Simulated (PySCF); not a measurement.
# C₅H₅ClS: magnetic properties

What do calculations give for the magnetic properties of C₅H₅ClS (`S=C1C=C[C@@H]1CCl`)?

Programs: PySCF 2.14.0, with routines of our own; each step states its level. All values are computed. Atoms count from 0.

## 1. The system as given

12 atoms, charge 0, multiplicity 1; geometry from: GFN2-xTB.

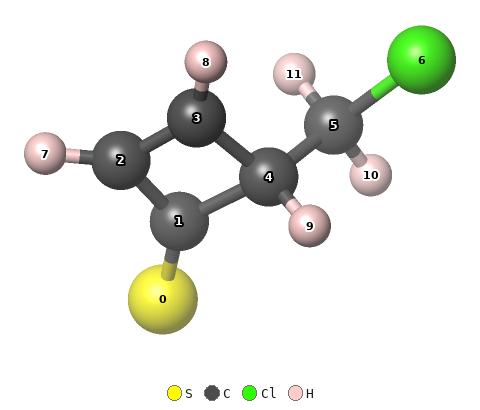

The starting geometry (sulfur yellow, carbon dark grey, chlorine green, hydrogen pink).

## 2. Magnetic properties: GIAO wB97X-D/pcSseg-1

Job settings and geometry (Å):

```
{"job": {"kind": "mag", "xc": "wB97X-D", "basis": "pcSseg-1", "isotopologues": 2}, "charge": 0, "multiplicity": 1}
S      0.674920     1.604320    -2.170188
C      0.749960     0.810753    -0.771722
C      1.769581     0.149706     0.017649
C      0.885094    -0.273252     0.941154
C     -0.305836     0.382533     0.267769
C     -1.395191    -0.529425    -0.257060
Cl    -2.360213    -1.178240     1.099652
H      2.830794     0.052994    -0.113025
H      0.947169    -0.867107     1.833058
H     -0.743324     1.213428     0.825358
H     -2.077220     0.016616    -0.909034
H     -0.974535    -1.383012    -0.789636
```

Level: GIAO wB97X-D/pcSseg-1 magnetisability, rotational g tensor and spin-rotation constants, non-relativistic, gas phase.

Started as:

```bash
$ OMP_NUM_THREADS=1 python excited_run.py task.json out
```

One launch serves the whole session: the jobs run in the order shown.

Log:

```text
coarse grid: 11784 points
cycle   1  E = -1051.5974666936  dE =  1.338e+00  |g| = 4.634e-01  |ddm| = 3.345e+00
cycle   2  E = -1051.5790621244  dE =  1.840e-02  |g| = 6.142e-01  |ddm| = 1.334e+00
cycle   3  E = -1051.6736938911  dE = -9.463e-02  |g| = 5.720e-02  |ddm| = 6.961e-01
cycle   4  E = -1051.6745087501  dE = -8.149e-04  |g| = 3.367e-02  |ddm| = 1.016e-01
cycle   5  E = -1051.6748248883  dE = -3.161e-04  |g| = 8.460e-03  |ddm| = 5.695e-02
cycle   6  E = -1051.6748583142  dE = -3.343e-05  |g| = 3.707e-03  |ddm| = 2.117e-02
cycle   7  E = -1051.6748647418  dE = -6.428e-06  |g| = 1.694e-03  |ddm| = 9.847e-03
final grid: 106392 points
cycle   8  E = -1051.7257988813  dE = -2.244e-04  |g| = 5.798e-03  |ddm| = 5.353e-02
cycle   9  E = -1051.7258042187  dE = -5.337e-06  |g| = 4.560e-03  |ddm| = 1.137e-02
cycle  10  E = -1051.7258087770  dE = -4.558e-06  |g| = 7.765e-04  |ddm| = 4.913e-03
cycle  11  E = -1051.7258090500  dE = -2.731e-07  |g| = 5.769e-04  |ddm| = 1.555e-03
cycle  12  E = -1051.7258091507  dE = -1.006e-07  |g| = 1.293e-04  |ddm| = 9.138e-04
cycle  13  E = -1051.7258091654  dE = -1.470e-08  |g| = 7.324e-05  |ddm| = 4.600e-04
cycle  14  E = -1051.7258091682  dE = -2.813e-09  |g| = 2.801e-05  |ddm| = 2.170e-04
cycle  15  E = -1051.7258091687  dE = -4.989e-10  |g| = 1.263e-05  |ddm| = 7.221e-05
converged SCF energy = -1051.7258091687

Magnetisability tensor (1e-30 J/T^2)
    -1108.75      -72.38       22.40
      -72.38    -1228.30     -220.02
       22.40     -220.02     -993.23
isotropic -1110.09   principal values   -1370.23  -1111.23   -848.82
isotropic susceptibility -66.851 1e-6 cm^3/mol

Inertial axes            a          b          c
rot. const./GHz      3.9189     0.9532     0.7902
chi total           -62.935    -57.383    -80.236
chi diamagnetic    -408.797  -1239.508  -1489.486
chi paramagnetic    345.862   1182.125   1409.250
quadrupole/D A      -12.723      8.855      3.868
g nuclear            0.5791     0.5072     0.5144
g electronic        -0.6368    -0.5294    -0.5232
g total             -0.0577    -0.0222    -0.0088

Spin-rotation constants (kHz, H = +C I.J)
atom  isotope        aa         bb         cc
  6   35Cl        0.164      0.216      0.150
  7     1H       -0.082     -0.000     -0.076
  8     1H        0.045      0.038     -0.094
  9     1H       -0.402     -0.114      0.042
 10     1H       -0.427      0.043     -0.075
 11     1H       -0.442     -0.099      0.032
  0    33S*       3.449      0.878      0.156
  1    13C*       2.504      0.583      0.195
  2    13C*       1.384      0.470      0.159
  3    13C*       1.629      0.549      0.136
  4    13C*       0.764      0.216      0.169
  5    13C*       0.671      0.197      0.160
* in the singly substituted isotopologue

Isotopologues: g along a, b, c
2H    at 7,8,9,10,11       -0.0499    -0.0218    -0.0086
34S   at 0                 -0.0572    -0.0216    -0.0086
```

Run time: 29 s. Hardware: 1 thread of Arm Neoverse V1, shared host; peak memory 0.78 GiB.

From this job:

```csv
quantity,value
magnetisability,-1110·10⁻³⁰ J/T²
molar susceptibility,-66.9·10⁻⁶ cm³/mol
"rotational g (a, b, c)","-0.0577, -0.0222, -0.0088"
```

## 3. Magnetic properties: GIAO B97-D/cc-pVDZ in cyclohexane

The job, as its differences from that of step 2:

```diff
@@ -1,2 +1,2 @@
-{"job": {"kind": "mag", "xc": "wB97X-D", "basis": "pcSseg-1", "isotopologues": 2}, "charge": 0, "multiplicity": 1}
+{"job": {"kind": "mag", "xc": "B97-D", "basis": "cc-pVDZ", "solvent": "cyclohexane"}, "charge": 0, "multiplicity": 1}
 S      0.674920     1.604320    -2.170188
```

With the program's defaults for keys left out, this is: GIAO B97-D/cc-pVDZ magnetisability, non-relativistic, IEF-PCM cyclohexane.

Log:

```text
coarse grid: 11784 points
cycle   1  E = -1051.7129961811  dE =  8.784e-01  |g| = 3.590e-01  |ddm| = 7.047e+00
cycle   2  E = -1051.6889188314  dE =  2.408e-02  |g| = 4.562e-01  |ddm| = 2.096e+00
cycle   3  E = -1051.7366023210  dE = -4.768e-02  |g| = 2.344e-01  |ddm| = 1.202e+00
cycle   4  E = -1051.7538429932  dE = -1.724e-02  |g| = 3.749e-02  |ddm| = 4.338e-01
cycle   5  E = -1051.7541988033  dE = -3.558e-04  |g| = 1.596e-02  |ddm| = 8.650e-02
cycle   6  E = -1051.7542625061  dE = -6.370e-05  |g| = 5.028e-03  |ddm| = 3.393e-02
cycle   7  E = -1051.7542682952  dE = -5.789e-06  |g| = 2.257e-03  |ddm| = 9.699e-03
final grid: 106392 points
cycle   8  E = -1051.7628328683  dE = -2.091e-05  |g| = 1.113e-02  |ddm| = 7.209e-02
cycle   9  E = -1051.7626619598  dE =  1.709e-04  |g| = 2.671e-02  |ddm| = 6.137e-02
cycle  10  E = -1051.7628626849  dE = -2.007e-04  |g| = 4.019e-03  |ddm| = 4.380e-02
cycle  11  E = -1051.7628672010  dE = -4.516e-06  |g| = 1.156e-03  |ddm| = 8.575e-03
cycle  12  E = -1051.7628676064  dE = -4.054e-07  |g| = 2.475e-04  |ddm| = 2.249e-03
cycle  13  E = -1051.7628676229  dE = -1.658e-08  |g| = 8.220e-05  |ddm| = 4.842e-04
cycle  14  E = -1051.7628676247  dE = -1.750e-09  |g| = 1.625e-05  |ddm| = 1.498e-04
cycle  15  E = -1051.7628676247  dE = -5.116e-11  |g| = 5.916e-06  |ddm| = 3.769e-05
converged SCF energy = -1051.7628676247

Magnetisability tensor (1e-30 J/T^2)
    -1077.82      -68.93       20.78
      -68.93    -1189.27     -216.49
       20.78     -216.49     -955.61
isotropic -1074.23   principal values   -1328.08  -1079.15   -815.47
isotropic susceptibility -64.692 1e-6 cm^3/mol

Inertial axes            a          b          c
rot. const./GHz      3.9189     0.9532     0.7902
chi total           -60.731    -55.557    -77.787
chi diamagnetic    -406.732  -1237.825  -1488.023
chi paramagnetic    346.001   1182.268   1410.236
quadrupole/D A      -13.279      8.945      4.334
```

It took 17 s on 1 thread of Arm Neoverse V1, shared host; peak memory 0.54 GiB.

In short:

```csv
quantity,value
magnetisability,-1074·10⁻³⁰ J/T²
molar susceptibility,-64.7·10⁻⁶ cm³/mol
```

## 4. Outcome

```
                                              quantity                      value
       magnetisability (step 2, GIAO wB97X-D/pcSseg-1)           -1110·10⁻³⁰ J/T²
  molar susceptibility (step 2, GIAO wB97X-D/pcSseg-1)         -66.9·10⁻⁶ cm³/mol
rotational g (a, b, c) (step 2, GIAO wB97X-D/pcSseg-1)  -0.0577, -0.0222, -0.0088
```

The values above hold for this geometry and these levels alone. Vibrational averaging and real surroundings are missing from these values.
